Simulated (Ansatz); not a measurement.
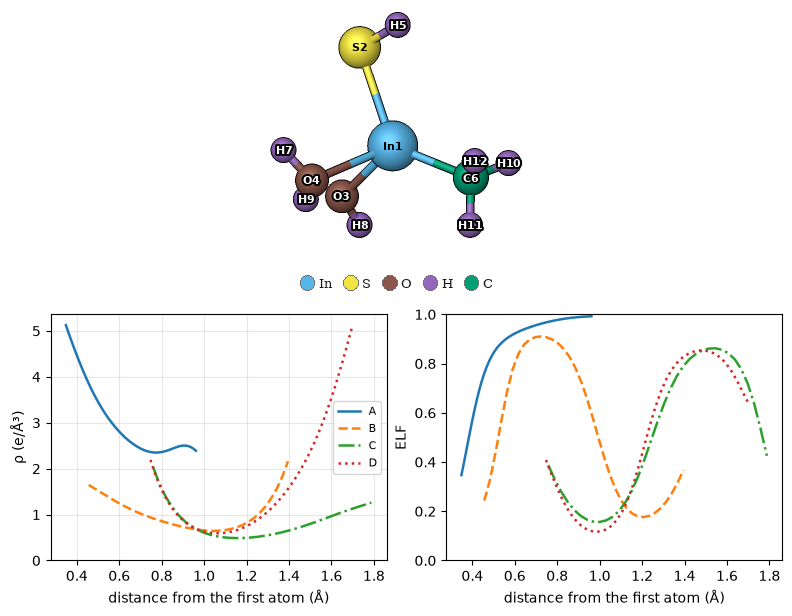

The picture shows: CH7InO2S. Electron density and ELF along straight lines between neighbouring atoms. The curves leave out the atomic cores. The structure is drawn too.

Core potentials replace the inner electrons of In.

Theory: Ansatz 0.2.0, RKS r2SCANh-D4/def2-SVP.

Input file:

```
crystal:
  periodic: [false, false, false]
  atoms:
    - { symbol: In, position_ang: [-0.911706, -0.511452, -0.247559] }
    - { symbol: S, position_ang: [2.477492, 0.98526, -0.89815] }
    - { symbol: O, position_ang: [-1.051827, -2.252633, -1.22498] }
    - { symbol: O, position_ang: [-2.023302, 0.855914, -1.187788] }
    - { symbol: H, position_ang: [1.841601, 0.945879, 0.299213] }
    - { symbol: C, position_ang: [0.084983, 0.019378, 1.60629] }
    - { symbol: H, position_ang: [1.777154, 2.070839, -1.290638] }
    - { symbol: H, position_ang: [-0.483653, -2.941419, -0.863371] }
    - { symbol: H, position_ang: [-2.425043, 0.488618, -1.983968] }
    - { symbol: H, position_ang: [1.060587, -0.482792, 1.691404] }
    - { symbol: H, position_ang: [-0.545457, -0.29189, 2.455011] }
    - { symbol: H, position_ang: [0.199171, 1.114197, 1.644437] }
basis:
  gaussian: { orbitals: def2-SVP }
hamiltonian:
  xc: r2scanh
  dispersion: d4
relax:
  f_tol: 0.03
  max_steps: 50
output:
  orbitals: {}
```

Command:

```sh
ansatz run input.yaml --threads 4 --pin off --max-ram 5120MiB --backend cpu --events-out ev --progress --plain --runs-dir out
```

The fields are those of the relaxed geometry.

Which curve belongs to which contact (C–In, In–O, In–S and O–H)? The first atom named is at distance zero.

Answer. Curve A: O–H (0.96 Å): ρ at the midpoint is about 3.6 e/Å³; the ELF climbs to about 1 towards the hydrogen, as it does in any bond to H: a covalent bond by its length. Curve B: C–In (2.15 Å): ρ is about 0.65 e/Å³ halfway; the ELF peaks at about 0.90 in the valence shell of C, 0.7 Å from its nucleus, and drops to about 0.20 between the two atoms. Curve C: In–S (2.42 Å): the density is about 0.5 e/Å³ at the midpoint; the ELF peaks at about 0.85 in the valence shell of S, 0.9 Å from its nucleus, and drops to about 0.15 between the two atoms. Curve D: In–O (2.06 Å): the density is about 0.6 e/Å³ at the midpoint; the ELF peaks at about 0.85 in the valence shell of O, 0.6 Å from its nucleus, and drops to about 0.10 between the two atoms.
